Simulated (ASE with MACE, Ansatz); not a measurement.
# Site preference of Mn in place of Cu in Σ13 (320)[001] symmetric tilt boundary in Cu with 13 % Al, 8 of 10 solute atoms at the boundaries (76 atoms): runs compared

Aim: make Mn in place of Cu at several sites of Σ13 (320)[001] symmetric tilt boundary in Cu with 13 % Al, 8 of 10 solute atoms at the boundaries (76 atoms), relax each, and compare their energies.

Computed with Ansatz 0.2.0: Kohn-Sham DFT, PBE, PAW (set soft_2), plane waves.

### Step 1. The cell as built

The cell holds 76 atoms: 10 Al and 66 Cu. Cell: a = 7.370 Å, b = 6.894 Å, c = 19.810 Å, α = 90.0°, β = 90.0°, γ = 74.5°. It derives from Cu and Al. Two grains of Cu, mirror images, two boundaries a cell, the joint chosen and relaxed with the MACE-MP-0b2 potential; the cell scaled by Vegard's rule for 10 Al among 76 atoms, 8 of them put at random on the 25 sites nearest the other grain and the rest on the 25 sites farthest from it; atoms relaxed with that potential at fixed cell. Lattice constants are starting values near those of PBE. Regions: lower grain, 42 atoms (5 Al and 37 Cu); upper grain, 34 atoms (29 Cu and 5 Al).

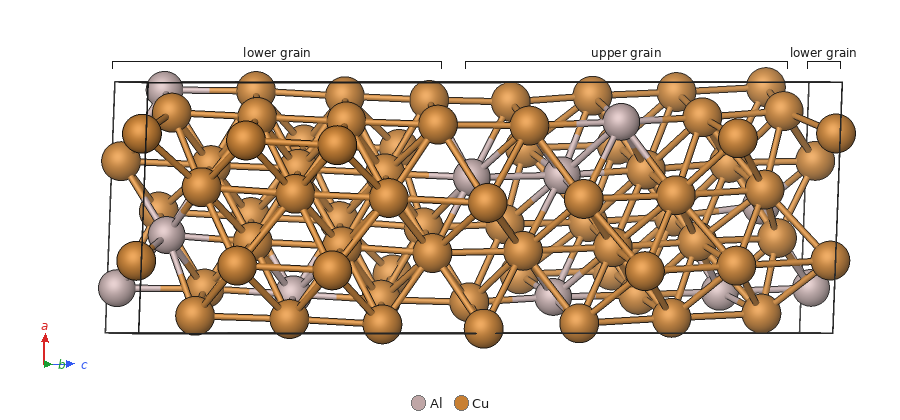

The cell as built. Some periodic images of atoms are drawn too.

### Step 2. The reference run

The reference is a single point at the end of the relaxation.

Every defect cell starts from the geometry of this run and is relaxed in the fixed cell.

Its input, with most atom lines left out:

```yaml
crystal:
  lattice:
    - [7.36996, 0.0, 0.0]
    - [1.84249, 6.64319, 0.0]
    - [0.0, 0.0, 19.8096]
  atoms:
    - { symbol: Al, position: [0.17756, 0.27359, 0.00209] }
    - { symbol: Cu, position: [0.29227, 0.85164, 0.00066] }
    - { symbol: Al, position: [0.39456, 0.49947, 0.05822] }
    - { symbol: Cu, position: [0.48419, 0.08281, 0.06591] }
    - { symbol: Cu, position: [0.06727, 0.69673, 0.09418] }
    - { symbol: Cu, position: [0.1801, 0.31635, 0.12522] }
    - { symbol: Cu, position: [0.26866, 0.9202, 0.14044] }
    [... atom lines 8 to 76 left out ...]
kpoints:
  mp_grid: { grid: [2, 2, 1] }
hamiltonian:
  xc: pbe
scf:
  occupations: { method: fermi_dirac, width: 0.1 }
output:
  forces: true
  stress: true
  populations: true
  dos:
    method: { smearing: { sigma: 0.08 } }
    de: 0.1
    projected:
      site_lists:
        Al: [Al]
        Cu: [Cu]
        lower_grain: [0, 1, 2, 3, 4, 5, 6, 7, 8, 9, 10, 11, 12, 13, 14, 15, 16, 17, 18, 19, 20, 38, 39, 40, 41, 42, 43, 44, 45, 46, 47, 48, 49, 50, 51, 52, 53, 54, 55, 56, 57, 58]
        upper_grain: [21, 22, 23, 24, 25, 26, 27, 28, 29, 30, 31, 32, 33, 34, 35, 36, 37, 59, 60, 61, 62, 63, 64, 65, 66, 67, 68, 69, 70, 71, 72, 73, 74, 75]
  eigenvalues: true
  write_density: true
  write_potential: true
  volumetric_format: npy
```

- free energy per atom: -5824.1870 eV/atom
- r.m.s. force component: 0.0099 eV/Å
- pressure: -1.654 GPa

33 levels are partly filled, by over 2 % (on the run's k-points), as in a metal.

### Step 3. The runs

Each row is one run, on 1 × NVIDIA H100 80GB HBM3 with 6 threads of AMD EPYC 7R13 (Zen 3), shared host. The free energy is the program's total, comparable only between runs with the same functional, potentials and atoms.

```csv
run,atoms,outcome,"ionic steps, all passes",free energy (eV),time,host memory (GiB),planned on the GPU (GiB)
Single point at the start,76,converged,-,-442638.142,3.6 s,1.3,17
Relaxation,76,converged,3,-442638.213,7.6 s,1.4,17
Single point at the relaxed geometry,76,converged,-,-442638.213,6.2 s,2.1,19
"Mn on a site of Cu, site Cu19",76,converged,4,-439911.185,19 s,1.8,20
"Mn on a site of Cu, site Cu50",76,converged,3,-439911.585,24 s,1.8,20
"Mn on a site of Cu, site Cu65",76,converged,3,-439911.382,18 s,1.8,20
"Mn on a site of Cu, site Cu40",76,converged,3,-439911.688,16 s,1.8,20
"Mn on a site of Cu, site Cu46",76,converged,3,-439911.474,16 s,1.8,20
"Mn on a site of Cu, site Cu39",76,converged,3,-439911.357,19 s,1.8,20
"Mn on a site of Cu, site Cu13",76,converged,3,-439911.462,15 s,1.8,20
"Mn on a site of Cu, site Cu64",76,converged,3,-439911.578,15 s,1.8,20
"Mn on a site of Cu, site Cu28",76,converged,3,-439911.511,24 s,1.8,20
```

Local excerpt of 13 atoms (numbers count through the whole input) about site Cu40, the cheapest one, after relaxation; x, y, z are measured from there.

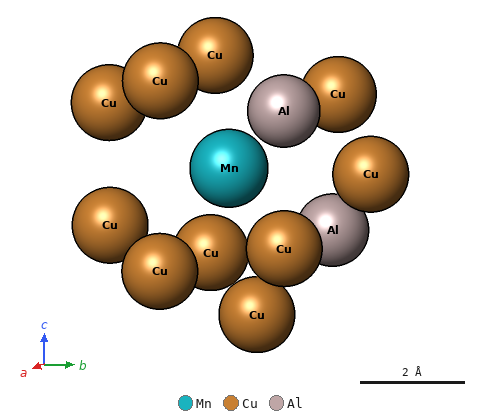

The atoms of the table, within 2.8 Å (arrows a, b, c point along x, y, z); some may hide others.

```csv
atom,x,y,z,distance (Å),bonds,moment (μB)
Mn40,0.01,-0.01,0.03,0.04,13,3.73
Cu60,-0.02,-2.41,-1.16,2.67,10,0.02
Al23,-1.78,1.56,-1.32,2.71,12,-0.01
Cu41,-0.05,-2.43,1.22,2.72,10,0.02
Cu24,1.89,-0.87,-1.79,2.74,11,0.02
Cu43,-1.75,-0.79,2.00,2.77,11,0.02
Al42,1.80,1.59,1.40,2.78,12,-0.01
Cu5,1.82,-0.88,1.91,2.78,11,0.02
Cu61,1.87,1.62,-1.27,2.78,12,0.01
Cu62,-1.87,-0.91,-1.85,2.79,11,0.01
Cu4,-1.83,1.66,1.31,2.80,12,0.02
Cu39,0.02,2.83,0.01,2.84,11,0.02
Cu64,0.03,0.55,-2.79,2.85,12,0.01
```

The column of bonds counts only the pairs Cu-Cu within 3.12 Å, Cu-Al within 3.12 Å, Cu-Mn within 3.12 Å, Al-Al within 3.12 Å, Al-Mn within 3.12 Å; other neighbours, such as metal atoms beside each other in a compound, aren't counted, and periodic images can show an atom twice.

### Step 4. The sites compared

All these cells hold the same atoms, so their energies can be compared with no chemical potential.

```csv
site,neighbours,mean distance (Å),atoms within 6 Å,region,distance to the other part (Å; 6 means 6 or more),energy over the best site (eV),before relaxation (eV),gain on relaxing (eV),moment (μB)
Cu40,Al2Cu11,2.77,67,lower grain,2.6,0.00,0.00,0.05,4.1
Cu50,Cu12,2.60,76,lower grain,6.0,0.10,0.08,0.02,3.7
Cu64,AlCu11,2.63,77,upper grain,2.9,0.11,0.10,0.04,3.8
Cu28,Al2Cu10,2.61,73,upper grain,4.4,0.18,0.16,0.03,3.5
Cu46,AlCu11,2.58,73,lower grain,4.8,0.21,0.20,0.03,3.7
Cu13,AlCu11,2.59,73,lower grain,5.2,0.23,0.21,0.03,3.7
Cu65,Al2Cu10,2.59,74,upper grain,4.0,0.31,0.30,0.04,3.6
Cu39,Al3Cu8,2.58,73,lower grain,2.5,0.33,0.33,0.04,3.3
Cu19,AlCu9,2.51,68,lower grain,2.3,0.50,0.53,0.08,3.8
```

Neighbours are those of the relaxed host within 3.12 Å (Cu-Cu), 3.12 Å (Cu-Al); other pairs aren't counted.

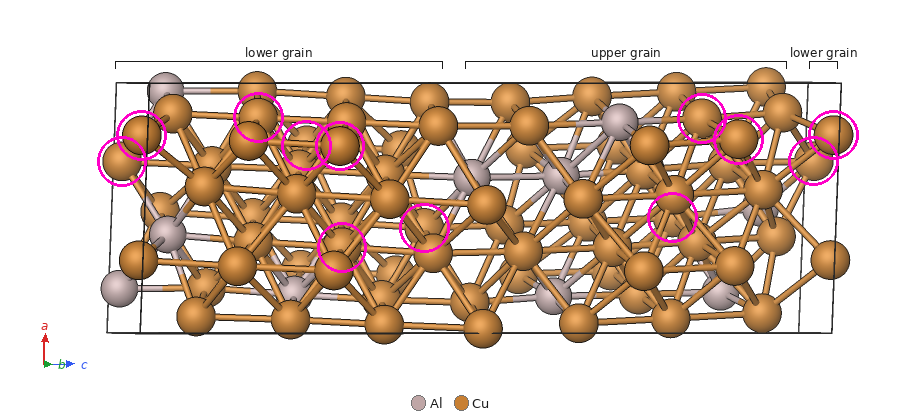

The relaxed cell with the tried sites ringed. Some periodic images of atoms are drawn too.

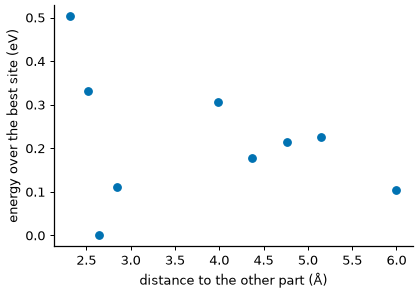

Site energy against the site's surroundings.

### Step 5. Findings

The cheapest site is Cu40 (13 neighbours, Al2Cu11, in the lower grain); the dearest, Cu19 (10 neighbours, AlCu9, in the lower grain), costs 0.50 eV more. Over 9 sites the energy shows no clear trend with the distance to the other part. Sites with the same first shell differ by up to 0.13 eV, from their geometry, farther neighbours or both. Relaxation gains 0.022 to 0.078 eV and leaves the best site the same.

**Limits.** Defects are neutral and interact with their images. The reference ran with fermi-dirac smearing of 0.1 eV, but 9 of the 9 defect cells with fermi-dirac smearing of 0.1 eV, spin polarised. In the spin-polarised runs the search for a state of lower energy was switched off. Only 9 of the 66 Cu sites were tried; unless symmetry makes the others alike to these, a cheaper one may exist. A local or semilocal functional tends to spread out the unpaired spin of such defects. Sites that ended on different moments differ in electronic state too. The stress is far from hydrostatic: its diagonal is -1.7, -4.2, 0.9 GPa, compression counted positive. The host structure and its lattice constant were typed by rule, without a check against the phase diagram. The pressure of -1.7 GPa says that the cell would shrink at this level of theory.

The DFT runs together took 3.1 min of wall time.

[Logs are printed without paths, hosts, clocks, repeated set-up lines and the standing remarks that a program may print on its own settings, such as how far it seeks lower states.]

[Hosts, paths, dates, database ids (printed as entryN), source tags and the programs' standing remarks are cut or masked in the printed files.]
